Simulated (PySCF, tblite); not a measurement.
# C4H5BF2: geometry, infrared bands, NMR shifts and spin-spin couplings

What infrared bands, NMR shifts and spin-spin couplings should C4H5BF2 (`CC#CCB(F)F`) show?

Computed with tblite 0.8.0 and PySCF 2.14.0, with density-fitted response routines of our own, on a single molecule in the gas phase. Atoms are numbered from 0 throughout.

## 1. The molecule as given

12 atoms, charge 0, multiplicity 1; geometry from: force field or distance geometry start.

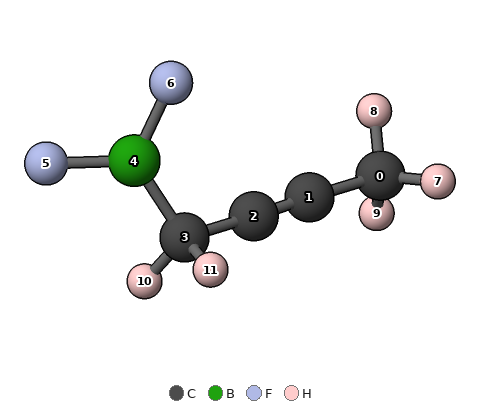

The starting geometry (carbon dark grey, boron green, fluorine light blue, hydrogen pink), atoms numbered.

## 2. Relaxing the molecule with GFN2-xTB

Job settings and geometry (Å):

```
{"job": {"kind": "relax", "xc": "GFN2-xTB", "basis": "xTB"}, "charge": 0, "multiplicity": 1}
C      2.529100     0.626100     0.209300
C      1.155700     0.065400     0.215600
C      0.062400    -0.405200     0.249500
C     -1.299200    -0.951700     0.285800
B     -2.382200     0.140300    -0.069800
F     -3.543400    -0.199100    -0.889400
F     -2.255900     1.535100     0.315300
H      2.947500     0.742300     1.220500
H      2.483600     1.642800    -0.250600
H      3.122300    -0.023700    -0.447000
H     -1.381000    -1.815000    -0.426100
H     -1.437800    -1.358000     1.325600
```

Launch:

```bash
> OMP_NUM_THREADS=1 python probes_run.py task.json out
```

One launch serves the whole session: the jobs run in the order shown.

Standard output:

```text
step      E/eV     max force
  0    -593.72095    3.778
  1    -594.13482    3.710
  2    -593.74341    7.228
  3    -594.37597    1.126
  4    -594.41850    0.589
  5    -594.44766    0.384
  6    -594.45133    0.151
  7    -594.45377    0.123
  8    -594.45490    0.141
  9    -594.45627    0.090
 10    -594.45686    0.073
 11    -594.45746    0.065
 12    -594.45800    0.070
 13    -594.45848    0.053
 14    -594.45874    0.036
 15    -594.45888    0.031
 16    -594.45900    0.028
 17    -594.45911    0.031
 18    -594.45918    0.023
 19    -594.45923    0.018
 20    -594.45925    0.016
 21    -594.45928    0.015
 22    -594.45931    0.017
 23    -594.45934    0.017
 24    -594.45937    0.014
 25    -594.45939    0.015
 26    -594.45942    0.021
 27    -594.45948    0.030
 28    -594.45959    0.041
 29    -594.45974    0.049
 30    -594.45989    0.041
 31    -594.45998    0.027
 32    -594.46005    0.026
 33    -594.46012    0.020
 34    -594.46016    0.020
 35    -594.46020    0.022
 36    -594.46023    0.023
 37    -594.46029    0.029
 38    -594.46040    0.038
 39    -594.46055    0.040
 40    -594.46066    0.024
 41    -594.46072    0.020
 42    -594.46077    0.018
 43    -594.46082    0.022
 44    -594.46089    0.025
 45    -594.46096    0.025
 46    -594.46101    0.022
 47    -594.46105    0.019
 48    -594.46110    0.022
 49    -594.46115    0.021
 50    -594.46123    0.034
 51    -594.46131    0.026
 52    -594.46143    0.028
 53    -594.46151    0.028
 54    -594.46160    0.031
 55    -594.46168    0.045
 56    -594.46187    0.057
 57    -594.46211    0.064
 58    -594.46241    0.055
 59    -594.46274    0.086
 60    -594.46303    0.074
 61    -594.46319    0.151
 62    -594.46368    0.030
 63    -594.46387    0.027
 64    -594.46382    0.160
 65    -594.46422    0.021
 66    -594.46432    0.024
 67    -594.46440    0.075
 68    -594.46450    0.030
 69    -594.46460    0.026
 70    -594.46511    0.046
 71    -594.46489    0.181
 72    -594.46557    0.067
 73    -594.46580    0.066
 74    -594.46593    0.159
 75    -594.46633    0.041
 76    -594.46656    0.028
 77    -594.46688    0.073
 78    -594.46698    0.028
 79    -594.46706    0.020
 80    -594.46712    0.013
 81    -594.46714    0.012
 82    -594.46717    0.016
 83    -594.46720    0.024
 84    -594.46724    0.026
 85    -594.46727    0.019
 86    -594.46728    0.009
```

Wall time 0.62 s (1 thread of Arm Neoverse N1, shared host).

Step by step: (not every step is listed) (the energy doesn't fall at every step)

| step | energy from step 0 (eV) | largest force (eV/Å) |
| --- | --- | --- |
| 0 | 0.0000 | 3.7780 |
| 1 | -0.4139 | 3.7096 |
| 2 | -0.0225 | 7.2283 |
| 3 | -0.6550 | 1.1257 |
| 4 | -0.6975 | 0.5885 |
| 5 | -0.7267 | 0.3837 |
| 6 | -0.7304 | 0.1509 |
| 7 | -0.7328 | 0.1230 |
| 8 | -0.7339 | 0.1414 |
| 15 | -0.7379 | 0.0315 |
| 22 | -0.7384 | 0.0169 |
| 29 | -0.7388 | 0.0491 |
| 36 | -0.7393 | 0.0228 |
| 43 | -0.7399 | 0.0220 |
| 50 | -0.7403 | 0.0345 |
| 57 | -0.7412 | 0.0639 |
| 64 | -0.7429 | 0.1603 |
| 71 | -0.7439 | 0.1812 |
| 78 | -0.7460 | 0.0281 |
| 81 | -0.7462 | 0.0119 |
| 82 | -0.7462 | 0.0162 |
| 83 | -0.7463 | 0.0236 |
| 84 | -0.7463 | 0.0258 |
| 85 | -0.7463 | 0.0189 |
| 86 | -0.7463 | 0.0088 |

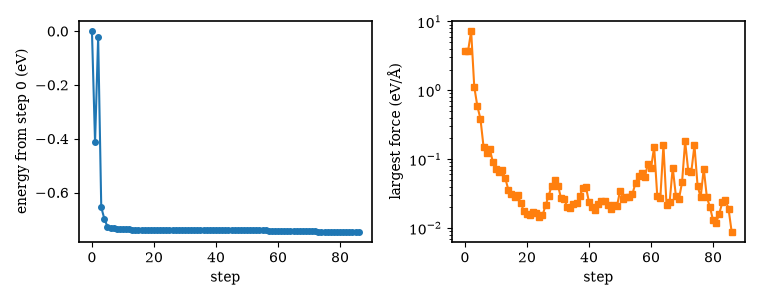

Energy and largest force along the relaxation.

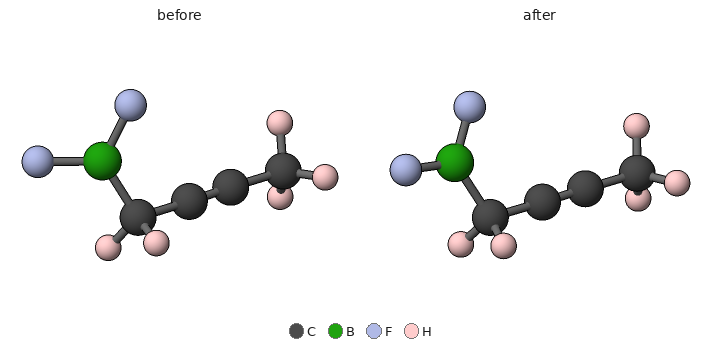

Before and after, at one scale.

Distances of close pairs at the start and the end, largest changes first:

| bond | before (Å) | after (Å) | change (Å) |
| --- | --- | --- | --- |
| B4–F5 | 1.461 | 1.321 | -0.141 |
| B4–F6 | 1.452 | 1.315 | -0.138 |
| C0–C1 | 1.483 | 1.447 | -0.037 |
| C3–H11 | 1.125 | 1.096 | -0.029 |
| C0–H8 | 1.117 | 1.089 | -0.027 |
| C3–H10 | 1.122 | 1.096 | -0.026 |
| C2–C3 | 1.468 | 1.454 | -0.014 |
| C0–H7 | 1.100 | 1.090 | -0.011 |

The final coordinates are the input of the step that follows.

## 3. Vibrational analysis with GFN2-xTB

Job settings and geometry (Å):

```
{"job": {"kind": "ir", "xc": "GFN2-xTB", "basis": "xTB"}, "charge": 0, "multiplicity": 1}
C      2.520929     0.630852     0.241678
C      1.180621     0.086176     0.225465
C      0.075084    -0.374602     0.213663
C     -1.273483    -0.916806     0.197135
B     -2.410115     0.148471    -0.075317
F     -3.680460    -0.206297    -0.140329
F     -2.208799     1.434871    -0.255901
H      2.898968     0.660355     1.263192
H      2.514157     1.643007    -0.161309
H      3.183957     0.012345    -0.362826
H     -1.330158    -1.705792    -0.561001
H     -1.469504    -1.413264     1.154244
```

Standard output:

```text
mode    cm-1     km/mol
  1      11.4      0.05
  2      23.0      0.96
  3      75.8      0.80
  4     211.1      7.73
  5     226.5      3.15
  6     289.3      0.43
  7     297.5      0.09
  8     369.0     10.38
  9     376.0     24.57
 10     487.8     20.18
 11     737.4      1.46
 12     787.7    114.31
 13     818.3      1.42
 14    1022.6     15.95
 15    1026.6      6.08
 16    1098.1      0.79
 17    1177.0     91.56
 18    1222.9     92.13
 19    1283.7    399.88
 20    1293.5    357.18
 21    1390.2      6.16
 22    1413.9      9.01
 23    1456.2      4.96
 24    1457.1      5.45
 25    2427.1      0.52
 26    2922.3     12.63
 27    2947.6     22.82
 28    3003.7     25.31
 29    3005.9     23.95
 30    3012.7     26.83
```

Run time: 0.41 s. Hardware: 1 thread of Arm Neoverse N1, shared host.

The strongest bands and the atoms that carry them (share of the mass-weighted mode):

| cm⁻¹ | km/mol | atoms |
| --- | --- | --- |
| 376 | 24.6 | B4 54 %, H11 12 %, H10 11 % |
| 788 | 114.3 | C3 30 %, B4 25 %, H10 19 %, H11 19 % |
| 1177 | 91.6 | H10 28 %, H11 27 % |
| 1223 | 92.1 | B4 33 %, C2 14 %, C1 14 %, F5 13 % |
| 1284 | 399.9 | B4 58 %, F6 18 %, C3 16 % |
| 1294 | 357.2 | B4 43 %, C3 20 % |
| 3004 | 25.3 | H9 68 %, H7 22 % |
| 3013 | 26.8 | H8 51 %, H7 29 %, H9 17 % |

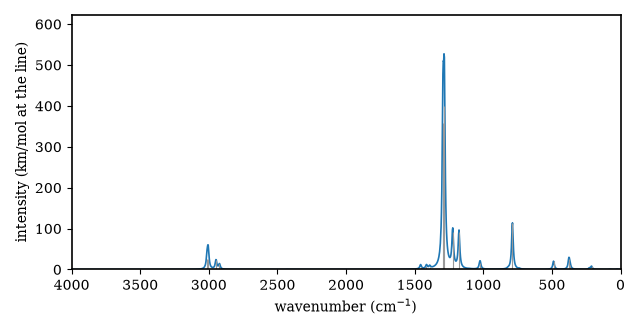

The infrared spectrum from these modes, unscaled. Lines are broadened to a width of 14 cm⁻¹ (Lorentzian).

## 4. Shielding tensors: PBE0/pcSseg-1

Same as in step 3 but for these lines:

```diff
@@ -1,2 +1,2 @@
-{"job": {"kind": "ir", "xc": "GFN2-xTB", "basis": "xTB"}, "charge": 0, "multiplicity": 1}
+{"job": {"kind": "nmr", "xc": "PBE0", "basis": "pcSseg-1"}, "charge": 0, "multiplicity": 1}
 C      2.520929     0.630852     0.241678
```

Level: GIAO PBE0/pcSseg-1 NMR shielding, non-relativistic, gas phase.

Standard output:

```text
coarse grid: 10704 points
cycle   1  E = -379.4571420649  dE =  8.683e-01  |g| = 6.749e-01  |ddm| = 3.655e+00
cycle   2  E = -379.4160204491  dE =  4.112e-02  |g| = 8.922e-01  |ddm| = 1.252e+00
cycle   3  E = -379.5395668019  dE = -1.235e-01  |g| = 9.189e-02  |ddm| = 6.185e-01
cycle   4  E = -379.5408743624  dE = -1.308e-03  |g| = 4.984e-02  |ddm| = 1.049e-01
cycle   5  E = -379.5413861721  dE = -5.118e-04  |g| = 2.006e-02  |ddm| = 4.448e-02
cycle   6  E = -379.5414806340  dE = -9.446e-05  |g| = 2.326e-03  |ddm| = 1.757e-02
cycle   7  E = -379.5414818563  dE = -1.222e-06  |g| = 5.073e-04  |ddm| = 2.525e-03
final grid: 106112 points
cycle   8  E = -379.5910933149  dE = -5.537e-05  |g| = 6.272e-03  |ddm| = 4.203e-02
cycle   9  E = -379.5910936981  dE = -3.832e-07  |g| = 6.222e-03  |ddm| = 1.095e-02
cycle  10  E = -379.5911025641  dE = -8.866e-06  |g| = 4.116e-04  |ddm| = 4.703e-03
cycle  11  E = -379.5911025884  dE = -2.430e-08  |g| = 2.288e-04  |ddm| = 5.519e-04
cycle  12  E = -379.5911025965  dE = -8.090e-09  |g| = 8.608e-05  |ddm| = 1.962e-04
cycle  13  E = -379.5911025981  dE = -1.568e-09  |g| = 2.700e-05  |ddm| = 7.919e-05
cycle  14  E = -379.5911025982  dE = -1.639e-10  |g| = 7.017e-06  |ddm| = 2.247e-05
converged SCF energy = -379.5911025982

GIAO shielding tensors (ppm)
atom      isotropic    diamagn.    paramagn.     s11        s22        s33       span
  0 C      182.278     253.797     -71.518    174.870    175.054    196.912     22.043
  1 C      103.900     266.432    -162.532     17.638     18.824    275.238    257.600
  2 C      109.110     264.547    -155.437     23.318     28.842    275.169    251.851
  3 C      181.427     257.344     -75.917    172.904    173.193    198.185     25.280
  4 B       72.609     192.181    -119.572     48.361     81.197     88.268     39.907
  5 F      239.920     464.379    -224.459     62.122    290.189    367.449    305.327
  6 F      234.977     470.804    -235.828     50.473    281.596    372.861    322.388
  7 H       29.771      28.660       1.111     24.643     27.984     36.687     12.044
  8 H       29.709      30.127      -0.418     24.407     28.251     36.468     12.061
  9 H       29.778      28.830       0.948     24.602     27.975     36.757     12.155
 10 H       29.559      29.861      -0.302     23.912     28.919     35.847     11.935
 11 H       29.564      29.237       0.328     23.935     28.900     35.859     11.924
```

Wall time 25 s (1 thread of Arm Neoverse N1, shared host); peak memory 0.69 GiB.

Shifts follow as δ = σ(reference) − σ, with reference shieldings (ppm) from runs at the same level and on the same kind of geometry: 1H TMS 31.72, 13C TMS 186.9, 19F CFCl3 170.9, 11B BF3·OEt2 100.1. The references are single molecules in the gas phase, so shifts against H2O, NH3, PH3, H3PO4 or CFCl3 are not on the usual liquid scales and can be off by tens of ppm. Atoms listed in one row are averaged.

| atoms | environment | σ (ppm) | δ (ppm) | δ scaled to CDCl3 |
| --- | --- | --- | --- | --- |
| C1 | alkyne carbon | 103.9 | 83.0 | 79.1 |
| C2 | alkyne carbon | 109.1 | 77.8 | 74.0 |
| C3 | propargylic sp3 CH2 bonded to B | 181.4 | 5.5 | 3.5 |
| C0 | propargylic methyl carbon | 182.3 | 4.6 | 2.6 |
| H10, H11 | hydrogen on a propargylic sp3 CH2 bonded to B | 29.56 | 2.16 | 2.14 |
| H7, H8, H9 | hydrogen on a propargylic methyl carbon | 29.75 | 1.96 | 1.96 |
| B4 | boron bonded to C, 2 F | 72.6 | 27.5 | – |
| F5, F6 | fluorine bonded to B | 237.4 | -66.5 | – |

The scaled column applies a straight-line fit of computed shieldings to shifts measured in CDCl3, and one for carbons that bear F (root-mean-square error 0.16 ppm for H, 1.9 ppm for C).

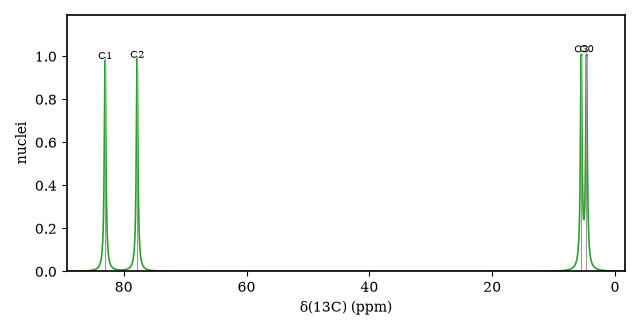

13C lines at the computed shifts, without couplings. Lines are broadened to a width of 0.31 ppm (Lorentzian).

Charges from the same density, by scheme (e):

| atoms | Mulliken | IAO | Hirshfeld | ESP fit |
| --- | --- | --- | --- | --- |
| C0 | -0.19 | -0.44 | -0.10 | -0.50 |
| C1 | -0.27 | -0.05 | -0.06 | 0.00 |
| C2 | -0.10 | -0.07 | -0.08 | -0.06 |
| C3 | -0.45 | -0.47 | -0.13 | -0.63 |
| B4 | 0.77 | 0.76 | 0.33 | 0.89 |
| F5, F6 | -0.28 | -0.31 | -0.14 | -0.33 |

ESP fit charges:

| atom | value (e) |
| --- | --- |
| C0 | -0.50 |
| C1 | 0.00 |
| C2 | -0.06 |
| C3 | -0.63 |
| B4 | 0.89 |
| F5 | -0.34 |
| F6 | -0.31 |
| H7 | 0.18 |
| H8 | 0.18 |
| H9 | 0.18 |
| H10 | 0.21 |
| H11 | 0.21 |

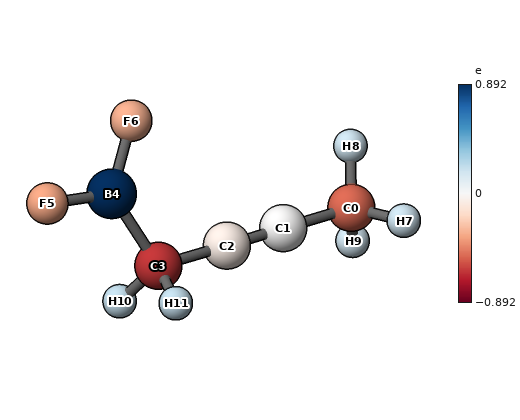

ESP fit charges, as colours on the atoms.

Mayer bond orders: C0–C1 1.23, C1–C2 2.61, C2–C3 1.12, C3–B4 0.96, B4–F5 1.12, B4–F6 1.15.

## 5. Indirect couplings: B3LYP/pcJ-1

Same as in step 4 but for these lines:

```diff
@@ -1,2 +1,2 @@
-{"job": {"kind": "nmr", "xc": "PBE0", "basis": "pcSseg-1"}, "charge": 0, "multiplicity": 1}
+{"job": {"kind": "j", "xc": "B3LYP", "basis": "pcJ-1"}, "charge": 0, "multiplicity": 1}
 C      2.520929     0.630852     0.241678
```

Level: B3LYP/pcJ-1 indirect spin-spin coupling, non-relativistic, gas phase.

Standard output:

```text
coarse grid: 10704 points
cycle   1  E = -379.9074501088  dE =  8.035e-01  |g| = 7.504e-01  |ddm| = 3.218e+00
cycle   2  E = -379.8327327716  dE =  7.472e-02  |g| = 1.068e+00  |ddm| = 1.139e+00
cycle   3  E = -380.0058662199  dE = -1.731e-01  |g| = 1.129e-01  |ddm| = 6.351e-01
cycle   4  E = -380.0076503500  dE = -1.784e-03  |g| = 6.534e-02  |ddm| = 1.188e-01
cycle   5  E = -380.0084615961  dE = -8.112e-04  |g| = 2.991e-02  |ddm| = 5.662e-02
cycle   6  E = -380.0086685683  dE = -2.070e-04  |g| = 3.099e-03  |ddm| = 2.154e-02
cycle   7  E = -380.0086705928  dE = -2.024e-06  |g| = 7.347e-04  |ddm| = 2.770e-03
final grid: 106112 points
cycle   8  E = -380.0633645467  dE = -1.767e-04  |g| = 6.186e-03  |ddm| = 2.503e-02
cycle   9  E = -380.0633629440  dE =  1.603e-06  |g| = 6.586e-03  |ddm| = 8.077e-03
cycle  10  E = -380.0633722535  dE = -9.310e-06  |g| = 6.759e-04  |ddm| = 4.240e-03
cycle  11  E = -380.0633722687  dE = -1.517e-08  |g| = 5.703e-04  |ddm| = 7.463e-04
cycle  12  E = -380.0633723208  dE = -5.205e-08  |g| = 9.523e-05  |ddm| = 3.703e-04
cycle  13  E = -380.0633723226  dE = -1.806e-09  |g| = 3.871e-05  |ddm| = 8.859e-05
cycle  14  E = -380.0633723229  dE = -3.147e-10  |g| = 1.338e-05  |ddm| = 3.026e-05
converged SCF energy = -380.0633723229

Indirect spin-spin couplings (Hz)
  i      j    bonds     total        FC       PSO       DSO        SD
  0 C    1 C    1     73.923    75.327    -1.577     0.174         -
  0 C    2 C    2     13.194    13.508    -0.177    -0.137         -
  0 C    3 C    3      1.270     1.301     0.033    -0.064         -
  0 C    4 B    4     -1.092    -1.086     0.021    -0.030     0.003
  0 C    5 F    5     -0.268    -0.236     0.140    -0.167    -0.005
  0 C    7 H    1    136.678   134.919     1.197     0.563         -
  0 C    8 H    1    136.856   135.108     1.184     0.565         -
  0 C    9 H    1    136.972   135.215     1.195     0.562         -
  0 C   10 H    4     -1.735    -1.713     0.200    -0.222         -
  0 C   11 H    4     -1.741    -1.719     0.200    -0.222         -
  1 C    2 C    1    204.720   196.559     7.997     0.163         -
  1 C    3 C    2     13.113    13.460    -0.228    -0.119         -
  1 C    4 B    3      2.798     2.834    -0.069    -0.027     0.060
  1 C    5 F    4      1.878     2.632    -0.396    -0.247    -0.112
  1 C    6 F    4     -0.498    -0.319    -0.097    -0.027    -0.056
  1 C    7 H    2    -11.386   -11.296     0.100    -0.190         -
  1 C    8 H    2    -11.455   -11.355     0.084    -0.183         -
  1 C    9 H    2    -11.341   -11.250     0.101    -0.192         -
  1 C   10 H    3      4.431     4.145     0.654    -0.368         -
  1 C   11 H    3      4.430     4.144     0.653    -0.367         -
  2 C    3 C    1     74.308    75.584    -1.500     0.224         -
  2 C    4 B    2     -5.062    -5.061    -0.036     0.100    -0.064
  2 C    5 F    3     11.332    10.895     0.700    -0.230    -0.033
  2 C    6 F    3     -1.643    -0.954    -0.862     0.126     0.047
  2 C    7 H    3      4.761     4.472     0.684    -0.395         -
  2 C    8 H    3      4.924     4.629     0.691    -0.395         -
  2 C    9 H    3      4.683     4.396     0.682    -0.395         -
  2 C   10 H    2    -12.154   -12.106     0.019    -0.066         -
  2 C   11 H    2    -12.252   -12.205     0.019    -0.067         -
  3 C    4 B    1     84.894    85.752    -1.580     0.377     0.344
  3 C    5 F    2     38.423    44.255    -6.241    -0.057     0.466
  3 C    6 F    2     26.878    31.850    -5.788    -0.084     0.900
  3 C    7 H    4     -1.725    -1.705     0.185    -0.205         -
  3 C    8 H    4     -1.669    -1.650     0.191    -0.210         -
  3 C    9 H    4     -1.678    -1.658     0.185    -0.205         -
  3 C   10 H    1    128.312   126.201     1.266     0.845         -
  3 C   11 H    1    128.002   125.883     1.274     0.845         -
  4 B    5 F    1   -138.038   -85.802   -53.560     0.943     0.380
  4 B    6 F    1   -127.443   -74.451   -54.649     0.960     0.697
  4 B    7 H    5      0.763     0.789     0.108    -0.131    -0.003
  4 B    8 H    5      4.112     4.153     0.026    -0.061    -0.006
  4 B    9 H    5      2.176     2.198     0.134    -0.154    -0.001
  4 B   10 H    2     -8.400    -8.559    -0.178     0.197     0.140
  4 B   11 H    2     -8.415    -8.589    -0.172     0.201     0.145
  5 F    6 F    2   -212.007    59.522  -276.457    -1.002     5.929
  5 F    8 H    6      1.188     1.339     0.414    -0.549    -0.016
  5 F    9 H    6      0.458     0.517     0.559    -0.625     0.007
  5 F   10 H    3     -1.991    -1.515    -0.285    -0.294     0.103
  5 F   11 H    3     -1.972    -1.592    -0.192    -0.326     0.138
  6 F    7 H    6     -0.159    -0.050     0.249    -0.358    -0.000
  6 F    8 H    6     -0.264    -0.151    -0.294     0.160     0.020
  6 F    9 H    6     -0.192    -0.090     0.400    -0.502    -0.000
  6 F   10 H    3      6.851     6.746     1.199    -1.386     0.292
  6 F   11 H    3      6.346     6.171     1.211    -1.354     0.318
  7 H    8 H    2    -16.782   -16.848     2.999    -2.932         -
  7 H    9 H    2    -16.770   -16.835     3.010    -2.944         -
  7 H   10 H    5      3.110     3.199     0.848    -0.937         -
  7 H   11 H    5      6.219     6.301     0.379    -0.461         -
  8 H    9 H    2    -16.581   -16.647     3.011    -2.945         -
  8 H   10 H    5      1.291     1.380     0.774    -0.862         -
  8 H   11 H    5      3.591     3.683     0.878    -0.969         -
  9 H   10 H    5      6.396     6.478     0.372    -0.454         -
  9 H   11 H    5      1.039     1.125     0.737    -0.823         -
 10 H   11 H    2    -23.013   -23.215     2.190    -1.987         -
```

It took 78 s on 1 thread of Arm Neoverse N1, shared host; peak memory 0.93 GiB.

A choice of the couplings up to four bonds, sorted by the number of bonds, with means over like pairs; isotopes 11B, 13C, 19F, 1H:

| pair | bonds | J (Hz) | Fermi contact (Hz) |
| --- | --- | --- | --- |
| C1–C2 | 1 | 204.7 | 196.6 |
| C0–H7 | 1 | 136.8 | 135.1 |
| B4–F5 | 1 | -132.7 | -80.1 |
| C3–H10 | 1 | 128.2 | 126.0 |
| C3–B4 | 1 | 84.9 | 85.8 |
| C2–C3 | 1 | 74.3 | 75.6 |
| C0–C1 | 1 | 73.9 | 75.3 |
| F5–F6 | 2 | -212.0 | 59.5 |
| C3–F5 | 2 | 32.7 | 38.1 |
| H10–H11 | 2 | -23.0 | -23.2 |
| H7–H8 | 2 | -16.7 | -16.8 |
| C0–C2 | 2 | 13.2 | 13.5 |
| C1–C3 | 2 | 13.1 | 13.5 |
| C2–H10 | 2 | -12.2 | -12.2 |
| C1–H7 | 2 | -11.4 | -11.3 |
| B4–H10 | 2 | -8.4 | -8.6 |
| C2–F5 | 3 | 4.8 | 5.0 |
| C2–H7 | 3 | 4.8 | 4.5 |
| C1–H10 | 3 | 4.4 | 4.1 |
| C1–B4 | 3 | 2.8 | 2.8 |
| F5–H10 | 3 | 2.3 | 2.5 |
| C0–C3 | 3 | 1.3 | 1.3 |
| C0–H10 | 4 | -1.7 | -1.7 |
| C3–H7 | 4 | -1.7 | -1.7 |
| C0–B4 | 4 | -1.1 | -1.1 |

The spin-dipole term was solved for some atoms only; pairs without it lack that part.

Quadrupole couplings from the field gradients of the same density:

| atom | isotope | eQq/h (MHz) | η |
| --- | --- | --- | --- |
| B4 | 11B | 3.283 | 0.67 |

Shifts (PBE0/pcSseg-1, scaled to CDCl3) and these couplings together give the proton spectrum at 400 MHz below. H–H couplings in it are scaled by factors fitted to measured ones, so they differ from the table. Couplings to quadrupolar nuclei are left out.

1H NMR δ 2.14 (m, 2H), 1.96 (t, J = 3.6 Hz, 3H).

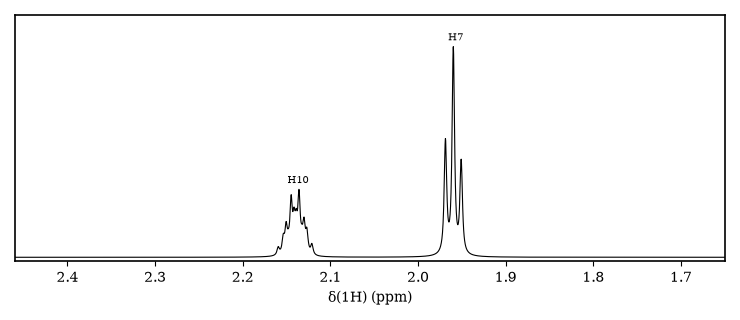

Simulated proton spectrum at 400 MHz, by exact diagonalisation of each spin system; lines 1.2 Hz wide, exchangeable protons uncoupled.

## 6. Outcome

| quantity | value |
| --- | --- |
| strongest single infrared mode (GFN2-xTB) | 1284 cm⁻¹, 400 km/mol |
| zero-point energy (GFN2-xTB) | 51.3 kcal/mol |
| 13C shifts against TMS (PBE0/pcSseg-1) | 83.0, 77.8, 5.5, 4.6 ppm |
| 1H shifts against TMS (PBE0/pcSseg-1, means over atoms taken as alike) | 2.16, 1.96 ppm |
| 11B shifts against BF3·OEt2 (PBE0/pcSseg-1) | 27.5 ppm |
| 19F shifts against CFCl3 (PBE0/pcSseg-1, means over atoms taken as alike) | -66.5 ppm |
| largest coupling of the table (B3LYP/pcJ-1) | 2J(F,F) F5–F6, -212.0 Hz |

What this shows: Relaxing lowered the energy by 0.746 eV in 86 steps; the close pair that moved most is B4–F5, from 1.461 to 1.321 Å. All 30 modes are real, so the xTB geometry is a minimum. The strongest single mode, at 1284 cm⁻¹, moves mainly B4. Unscaled tight-binding wavenumbers are off by several per cent, some by more. Its intensities can rank the bands wrongly. At PBE0/pcSseg-1: The widest tensor belongs to F5, F6: span 314 ppm, with a paramagnetic part of -230 ppm. In the run at B3LYP/pcJ-1, the largest coupling of the table is F5–F6, -212.0 Hz, of which the Fermi-contact term gives 59.5 Hz. Couplings across rotatable bonds belong to this one conformer; where others are populated, the observed values are averages. Density functionals describe couplings to fluorine poorly, F–F couplings above all, so those rows are rough.
